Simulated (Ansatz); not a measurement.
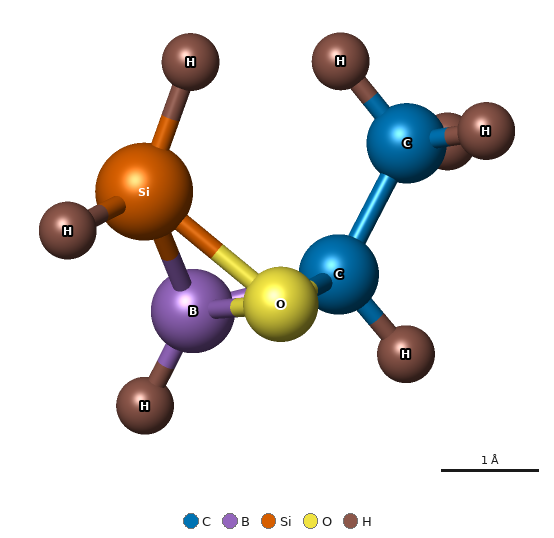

**Figure 1.** The input geometry (ball-and-stick view, seen at a tilt).

Run report: C2H7BOSi, nudged elastic band

The run: nudged elastic band of C2H7BOSi. Method and program: RKS B3LYP-D4/STO-3G (Ansatz 0.2.0).

It belongs to a series of runs on one base structure; here: band between the two ends.

Output:
```
Engine: ansatz 0.2.0, x86_64-unknown-linux-gnu
Functional definition: B3LYP
  parameter a0 = 0.2
  parameter ax = 0.72
  parameter ac = 0.81
  exchange = (1 - a0 - ax)*slater_x + ax*b88_x + a0*exact_x
  correlation = (1 - ac)*vwn_rpa_c + ac*lyp_c
525 factors; integrals over basis functions are off by at most 1.6e-5 eV
mean field evaluation 1: about -12634.0813 eV, gradient 1.7e1 eV
mean field evaluation 2: about -12633.9391 eV, gradient 2.0e1 eV
mean field evaluation 4: about -12635.2088 eV, gradient 1.4e0 eV
mean field evaluation 8: about -12635.1412 eV, gradient 3.0e-2 eV
mean field -12635.14121371 eV, -464.3328751977 hartree, gradient 1.4e-5 eV, S^2 0.000000; 0 other end points of the search recorded, 0 dependent functions left out
the calculation of the forces begins
reference -12635.14140532 eV, -464.3328822391 hartree; 23, 23 occupied and 13, 13 virtual orbitals, 525 factors
527 factors; integrals over basis functions are off by at most 2.7e-5 eV
mean field evaluation 16: about -12633.9464 eV, gradient 2.0e1 eV
mean field -12635.14109568 eV, -464.3328708601 hartree, gradient 1.4e-5 eV, S^2 0.000000; 0 other end points of the search recorded, 0 dependent functions left out
[... from here on the field's lines of each further geometry are left out, up to the last ...]
NEB iter   1: max|band force component| = 7.338e-1 eV/Å  barrier→ = 0.1432 eV  barrier← = 0.1432 eV  CI = image 3  Δτ_max = 0.0138 Å  (154 SCF iters)
NEB iter   2: max|band force component| = 4.806e-1 eV/Å  barrier→ = 0.1210 eV  barrier← = 0.1209 eV  CI = image 3  Δτ_max = 0.0218 Å  (127 SCF iters)
NEB iter   3: max|band force component| = 6.001e-1 eV/Å  barrier→ = 0.1090 eV  barrier← = 0.1089 eV  CI = image 3  Δτ_max = 0.0110 Å  (122 SCF iters)
NEB iter   4: max|band force component| = 3.466e-1 eV/Å  barrier→ = 0.0974 eV  barrier← = 0.0974 eV  CI = image 3  Δτ_max = 0.0016 Å  (128 SCF iters)
NEB iter   5: max|band force component| = 3.424e-1 eV/Å  barrier→ = 0.0960 eV  barrier← = 0.0959 eV  CI = image 3  Δτ_max = 0.0032 Å  (85 SCF iters)
NEB iter   6: max|band force component| = 3.319e-1 eV/Å  barrier→ = 0.0938 eV  barrier← = 0.0938 eV  CI = image 3  Δτ_max = 0.0047 Å  (96 SCF iters)
NEB iter   7: max|band force component| = 3.113e-1 eV/Å  barrier→ = 0.0916 eV  barrier← = 0.0916 eV  CI = image 3  Δτ_max = 0.0060 Å  (94 SCF iters)
NEB iter   8: max|band force component| = 2.783e-1 eV/Å  barrier→ = 0.0891 eV  barrier← = 0.0891 eV  CI = image 3  Δτ_max = 0.0071 Å  (92 SCF iters)
NEB iter   9: max|band force component| = 2.342e-1 eV/Å  barrier→ = 0.0861 eV  barrier← = 0.0860 eV  CI = image 3  Δτ_max = 0.0079 Å  (92 SCF iters)
NEB iter  10: max|band force component| = 1.832e-1 eV/Å  barrier→ = 0.0831 eV  barrier← = 0.0830 eV  CI = image 3  Δτ_max = 0.0097 Å  (97 SCF iters)
NEB iter  11: max|band force component| = 1.281e-1 eV/Å  barrier→ = 0.0805 eV  barrier← = 0.0805 eV  CI = image 3  Δτ_max = 0.0113 Å  (98 SCF iters)
NEB iter  12: max|band force component| = 1.337e-1 eV/Å  barrier→ = 0.0784 eV  barrier← = 0.0784 eV  CI = image 3  Δτ_max = 0.0125 Å  (97 SCF iters)
NEB iter  13: max|band force component| = 8.551e-2 eV/Å  barrier→ = 0.0766 eV  barrier← = 0.0765 eV  CI = image 3  Δτ_max = 0.0007 Å  (98 SCF iters)
NEB iter  14: max|band force component| = 7.770e-2 eV/Å  barrier→ = 0.0763 eV  barrier← = 0.0763 eV  CI = image 3  Δτ_max = 0.0013 Å  (80 SCF iters)
NEB iter  15: max|band force component| = 6.406e-2 eV/Å  barrier→ = 0.0760 eV  barrier← = 0.0759 eV  CI = image 3  Δτ_max = 0.0018 Å  (85 SCF iters)
NEB iter  16: max|band force component| = 6.110e-2 eV/Å  barrier→ = 0.0755 eV  barrier← = 0.0755 eV  CI = image 3  Δτ_max = 0.0021 Å  (83 SCF iters)
NEB iter  17: max|band force component| = 5.207e-2 eV/Å  barrier→ = 0.0750 eV  barrier← = 0.0749 eV  CI = image 3  Δτ_max = 0.0024 Å  (80 SCF iters)
NEB iter  18: max|band force component| = 5.297e-2 eV/Å  barrier→ = 0.0744 eV  barrier← = 0.0744 eV  CI = image 3  Δτ_max = 0.0027 Å  (84 SCF iters)
NEB iter  19: max|band force component| = 6.004e-2 eV/Å  barrier→ = 0.0738 eV  barrier← = 0.0738 eV  CI = image 3  Δτ_max = 0.0036 Å  (83 SCF iters)
NEB iter  20: max|band force component| = 6.074e-2 eV/Å  barrier→ = 0.0732 eV  barrier← = 0.0731 eV  CI = image 3  Δτ_max = 0.0047 Å  (89 SCF iters)
NEB iter  21: max|band force component| = 5.393e-2 eV/Å  barrier→ = 0.0724 eV  barrier← = 0.0723 eV  CI = image 3  Δτ_max = 0.0060 Å  (91 SCF iters)
NEB iter  22: max|band force component| = 4.497e-2 eV/Å  barrier→ = 0.0715 eV  barrier← = 0.0714 eV  CI = image 3  Δτ_max = 0.0561 Å  (91 SCF iters)
NEB iter  23: max|band force component| = 9.127e-2 eV/Å  barrier→ = 0.0666 eV  barrier← = 0.0665 eV  CI = image 3  Δτ_max = 0.0578 Å  (26 SCF iters)
the calculation of the forces begins
reference -12635.12543687 eV, -464.3322954093 hartree; 23, 23 occupied and 13, 13 virtual orbitals, 527 factors
525 factors; integrals over basis functions are off by at most 3.7e-5 eV
mean field -12635.07391067 eV, -464.3304018565 hartree, gradient 7.9e-6 eV, S^2 0.000000; 1 other end points of the search recorded, 0 dependent functions left out
the calculation of the forces begins
reference -12635.07410257 eV, -464.3304089086 hartree; 23, 23 occupied and 13, 13 virtual orbitals, 525 factors
NEB iter  24: max|band force component| = 4.640e-2 eV/Å  barrier→ = 0.0663 eV  barrier← = 0.0663 eV  CI = image 3  Δτ_max = 0.0000 Å  (243 SCF iters)
```

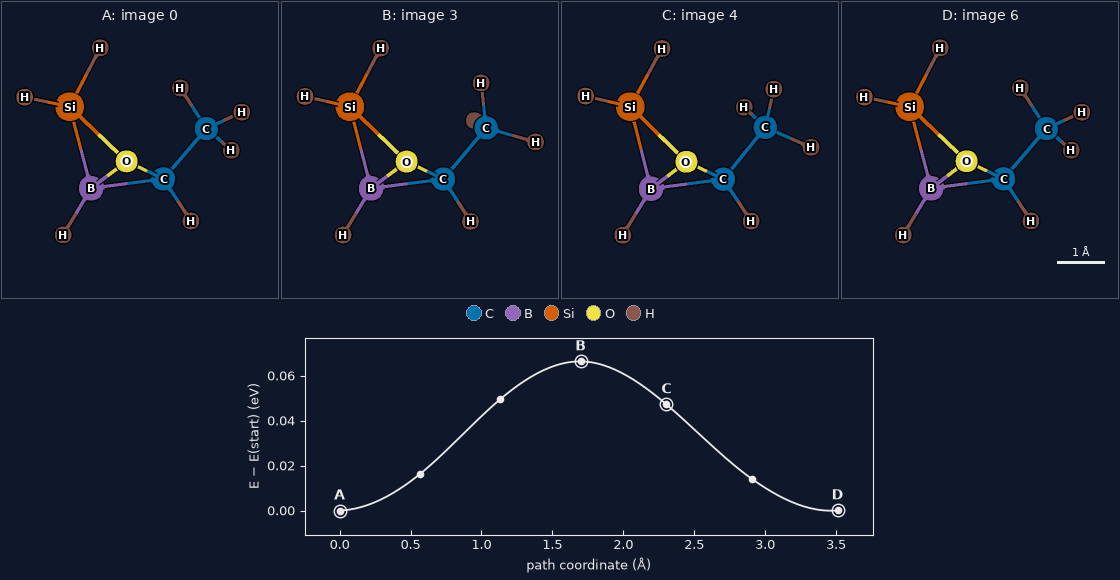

**Figure 2.** Images of the last band (counted from 0; ball-and-stick, seen at a tilt) above the energy along the path; the line is a cubic interpolation that uses the forces. The highest image is number 3, 0.066 eV above the start and 0.066 eV above the end (the climbing image); start and end have the same energy. The path is 3.51 Å long. The band converged in 24 iterations.

```
Total energy: -12635.48858823 eV, -464.3456409755 hartree
Atom 0 at    -1.124166     1.100579    -0.172999 Å, force     0.004543    -0.001584     0.001258 eV/Å
Atom 1 at    -0.453813    -0.163639    -0.783166 Å, force    -0.009983     0.012441     0.000553 eV/Å
Atom 2 at     0.114314    -1.446749    -0.094067 Å, force     0.017352     0.000059    -0.001491 eV/Å
Atom 3 at     1.260583    -0.533687     1.113634 Å, force     0.001211    -0.004715     0.008759 eV/Å
Atom 4 at     1.076314    -0.262302    -0.700984 Å, force    -0.006252    -0.008300    -0.004337 eV/Å
Atom 5 at    -0.387780     1.745379     0.330133 Å, force    -0.001785     0.004082    -0.000862 eV/Å
Atom 6 at    -1.888014     0.817041     0.567869 Å, force    -0.001109    -0.000687     0.000085 eV/Å
Atom 7 at    -1.609103     1.696130    -0.960223 Å, force     0.000959    -0.000415    -0.001713 eV/Å
Atom 8 at    -0.709420    -0.278421    -1.852750 Å, force     0.000659    -0.001956     0.001885 eV/Å
Atom 9 at     0.127216    -2.537521    -0.501638 Å, force    -0.003522     0.000376    -0.001843 eV/Å
Atom 10 at     1.018386     0.705807     1.820931 Å, force    -0.002607    -0.000996    -0.003461 eV/Å
Atom 11 at     2.652284    -0.897918     1.267360 Å, force     0.000533     0.001695     0.001168 eV/Å
Dipole moment:     0.041783     0.273777     0.241372 e Å
this run last wrote the band of iteration 24 to [file]; this run last wrote the band within `neb.f_tol` of iteration 22 to [file]
```

The last band as extended XYZ (Å, eV, eV/Å):
```
12
Properties=species:S:1:pos:R:3:forces:R:3 image=0 energy=-12635.55473
C    -1.2561    0.9652   -0.0360    0.0082   0.0019  -0.0052
C    -0.6022   -0.3194   -0.5976    0.0001  -0.0079  -0.0006
B     0.2574   -1.4242    0.0977   -0.0018   0.0011  -0.0033
Si    1.5566   -0.2415    0.8226    0.0021  -0.0017   0.0007
O     0.9031   -0.2881   -0.8983   -0.0059   0.0046   0.0053
H    -0.8740    1.2380    0.9573   -0.0011  -0.0028   0.0029
H    -2.3384    0.7807    0.0534   -0.0006  -0.0004   0.0004
H    -1.1125    1.8200   -0.7176   -0.0011   0.0028   0.0003
H    -1.0942   -0.6211   -1.5417    0.0006   0.0003  -0.0002
H     0.2955   -2.5635   -0.1406   -0.0010   0.0013   0.0024
H     1.3683    1.0834    1.3750   -0.0008  -0.0008  -0.0024
H     2.9734   -0.4848    0.6598    0.0014   0.0017  -0.0002
12
Properties=species:S:1:pos:R:3:forces:R:3 image=1 energy=-12635.53847
C    -1.2260    1.0120   -0.0965   -0.0048   0.0067   0.0153
C    -0.5569   -0.2630   -0.6614   -0.0133  -0.0064  -0.0354
B     0.2057   -1.4288    0.0449    0.0118   0.0032  -0.0048
Si    1.4805   -0.3393    0.9336    0.0285   0.0057  -0.0060
O     0.9683   -0.2643   -0.8355   -0.0053  -0.0105   0.0170
H    -0.6921    1.4177    0.7739   -0.0262  -0.0174   0.0112
H    -2.2475    0.7507    0.2236   -0.0097   0.0076  -0.0214
H    -1.2980    1.8001   -0.8628    0.0253   0.0100   0.0075
H    -0.9776   -0.5125   -1.6541   -0.0110  -0.0032   0.0091
H     0.2270   -2.5537   -0.2561   -0.0029   0.0004   0.0114
H     1.2971    0.9549    1.5562    0.0057  -0.0007  -0.0036
H     2.8962   -0.6293    0.8683    0.0019   0.0046  -0.0004
12
Properties=species:S:1:pos:R:3:forces:R:3 image=2 energy=-12635.50517
C    -1.1807    1.0584   -0.1434    0.0007  -0.0007   0.0043
C    -0.5072   -0.2123   -0.7244   -0.0278   0.0008  -0.0437
B     0.1563   -1.4377   -0.0189    0.0332   0.0166   0.0023
Si    1.3783   -0.4365    1.0322    0.0418  -0.0058  -0.0050
O     1.0263   -0.2577   -0.7693   -0.0124  -0.0187   0.0204
H    -0.5226    1.5894    0.5595   -0.0295  -0.0177   0.0100
H    -2.0940    0.7701    0.4009   -0.0188   0.0048  -0.0159
H    -1.4632    1.7570   -0.9455    0.0306   0.0181   0.0063
H    -0.8482   -0.4019   -1.7594   -0.0177  -0.0002   0.0054
H     0.1706   -2.5462   -0.3757   -0.0075  -0.0008   0.0112
H     1.1749    0.8287    1.7060    0.0053  -0.0042  -0.0020
H     2.7864   -0.7664    1.0720    0.0021   0.0078   0.0067
12
Properties=species:S:1:pos:R:3:forces:R:3 image=3 energy=-12635.48840
C    -1.1242    1.1006   -0.1730    0.0045  -0.0016   0.0013
C    -0.4538   -0.1636   -0.7832   -0.0100   0.0124   0.0006
B     0.1143   -1.4467   -0.0941    0.0174   0.0001  -0.0015
Si    1.2606   -0.5337    1.1136    0.0012  -0.0047   0.0088
O     1.0763   -0.2623   -0.7010   -0.0063  -0.0083  -0.0043
H    -0.3878    1.7454    0.3301   -0.0018   0.0041  -0.0009
H    -1.8880    0.8170    0.5679   -0.0011  -0.0007   0.0001
H    -1.6091    1.6961   -0.9602    0.0010  -0.0004  -0.0017
H    -0.7094   -0.2784   -1.8527    0.0007  -0.0020   0.0019
H     0.1272   -2.5375   -0.5016   -0.0035   0.0004  -0.0018
H     1.0184    0.7058    1.8209   -0.0026  -0.0010  -0.0035
H     2.6523   -0.8979    1.2674    0.0005   0.0017   0.0012
12
Properties=species:S:1:pos:R:3:forces:R:3 image=4 energy=-12635.50752
C    -1.0618    1.1398   -0.1911   -0.0068   0.0018  -0.0132
C    -0.3911   -0.1097   -0.8304   -0.0061   0.0242  -0.0051
B     0.0767   -1.4492   -0.1736    0.0380  -0.0053   0.0122
Si    1.1307   -0.6306    1.1817    0.0004  -0.0168   0.0138
O     1.1218   -0.2688   -0.6231   -0.0145  -0.0127  -0.0247
H    -0.3131    1.9034    0.0754    0.0028   0.0144  -0.0188
H    -1.6289    0.8803    0.7155    0.0299   0.0082   0.0210
H    -1.7553    1.5932   -0.9142   -0.0252  -0.0141   0.0046
H    -0.5527   -0.1407   -1.9239    0.0095   0.0073   0.0087
H     0.0973   -2.5186   -0.6338   -0.0080   0.0023  -0.0102
H     0.8593    0.5887    1.9138   -0.0149  -0.0084  -0.0079
H     2.4938   -1.0431    1.4378   -0.0052  -0.0010   0.0196
12
Properties=species:S:1:pos:R:3:forces:R:3 image=5 energy=-12635.54071
C    -1.0024    1.1880   -0.2192   -0.0126  -0.0039  -0.0006
C    -0.3188   -0.0484   -0.8593   -0.0030   0.0217  -0.0046
B     0.0452   -1.4386   -0.2432    0.0148  -0.0025   0.0059
Si    1.0067   -0.7359    1.2409    0.0006  -0.0085   0.0066
O     1.1641   -0.2767   -0.5340   -0.0055  -0.0034  -0.0102
H    -0.3201    2.0540   -0.1919   -0.0026   0.0128  -0.0204
H    -1.3588    0.9894    0.8018    0.0267   0.0109   0.0102
H    -1.8701    1.4642   -0.8372   -0.0136  -0.0138   0.0075
H    -0.3841   -0.0082   -1.9628    0.0098  -0.0017   0.0046
H     0.0686   -2.4814   -0.7608   -0.0030   0.0012  -0.0077
H     0.7201    0.4552    2.0125   -0.0080  -0.0077  -0.0037
H     2.3264   -1.2170    1.5874   -0.0037  -0.0052   0.0125
12
Properties=species:S:1:pos:R:3:forces:R:3 image=6 energy=-12635.55468
C    -1.0769    1.1400   -0.2247    0.0022   0.0018   0.0138
C    -0.3993   -0.1242   -0.8044   -0.0106  -0.0014   0.0017
B     0.0783   -1.4428   -0.1143   -0.0008   0.0054  -0.0070
Si    1.1743   -0.6012    1.1899   -0.0006  -0.0040   0.0202
O     1.1172   -0.2741   -0.6205    0.0049   0.0024  -0.0127
H    -0.6427    2.0600   -0.6504   -0.0061  -0.0064   0.0031
H    -1.0104    1.1924    0.8710   -0.0059   0.0022  -0.0122
H    -2.1431    1.1078   -0.5006    0.0105   0.0019  -0.0010
H    -0.5825   -0.1946   -1.8933    0.0036  -0.0003  -0.0033
H     0.0861   -2.5218   -0.5519   -0.0026  -0.0048   0.0008
H     0.9389    0.6315    1.9117    0.0041   0.0000  -0.0018
H     2.5370   -1.0284    1.4216    0.0012   0.0034  -0.0016
```

The run was set up as follows.

Input file:
```yaml
crystal:
  periodic: [false, false, false]
  atoms:
    - { symbol: C, position_ang: [-1.256115, 0.965238, -0.036009] }
    - { symbol: C, position_ang: [-0.602217, -0.31943, -0.597594] }
    - { symbol: B, position_ang: [0.257354, -1.424219, 0.097712] }
    - { symbol: Si, position_ang: [1.556613, -0.241531, 0.822641] }
    - { symbol: O, position_ang: [0.903132, -0.288072, -0.898303] }
    - { symbol: H, position_ang: [-0.873988, 1.238019, 0.957263] }
    - { symbol: H, position_ang: [-2.338351, 0.780746, 0.053401] }
    - { symbol: H, position_ang: [-1.112506, 1.819958, -0.71762] }
    - { symbol: H, position_ang: [-1.094236, -0.62112, -1.541667] }
    - { symbol: H, position_ang: [0.295473, -2.563496, -0.140576] }
    - { symbol: H, position_ang: [1.368287, 1.08339, 1.375034] }
    - { symbol: H, position_ang: [2.973356, -0.484783, 0.659817] }
basis:
  gaussian: { orbitals: STO-3G }
hamiltonian:
  xc: b3lyp
  dispersion: d4
neb:
  order_check: false
  images: 5
  f_tol: 0.05
  max_iterations: 60
  initial_path: idpp
  optimiser: fire
  climbing: immediate
  final_atoms:
    - { symbol: C, position_ang: [-1.23021117, 0.99521464, -0.07807803] }
    - { symbol: C, position_ang: [-0.54088995, -0.25062602, -0.68308815] }
    - { symbol: B, position_ang: [0.22484822, -1.43270257, -0.0053354] }
    - { symbol: Si, position_ang: [1.45872258, -0.35006619, 0.95175936] }
    - { symbol: O, position_ang: [0.98754298, -0.22826535, -0.82331235] }
    - { symbol: H, position_ang: [-1.00792445, 1.90237385, -0.66453671] }
    - { symbol: H, position_ang: [-0.94417105, 1.17228722, 0.96813888] }
    - { symbol: H, position_ang: [-2.31864154, 0.827495, -0.11041359] }
    - { symbol: H, position_ang: [-0.93665021, -0.45632104, -1.69565715] }
    - { symbol: H, position_ang: [0.27127752, -2.54656573, -0.34134189] }
    - { symbol: H, position_ang: [1.23188866, 0.92395231, 1.60088969] }
    - { symbol: H, position_ang: [2.88101041, -0.61207612, 0.91507433] }
```

Command:
```bash
ansatz run input.yaml --threads 1 --pin off --max-ram 2048MiB --backend cpu --events-out ev --progress --plain --runs-dir out
```

Results in brief:

```tsv
quantity	value
outcome	converged
barrier, forward	0.066 eV
barrier, backward	0.066 eV
hardware	1 thread of Intel Xeon @ 2.50GHz (Skylake/Cascade Lake), 189 GiB of memory available, shared host
wall time	9.2 min
peak memory	0.12 GiB
```

Notes:

The order of the saddle point was not checked.
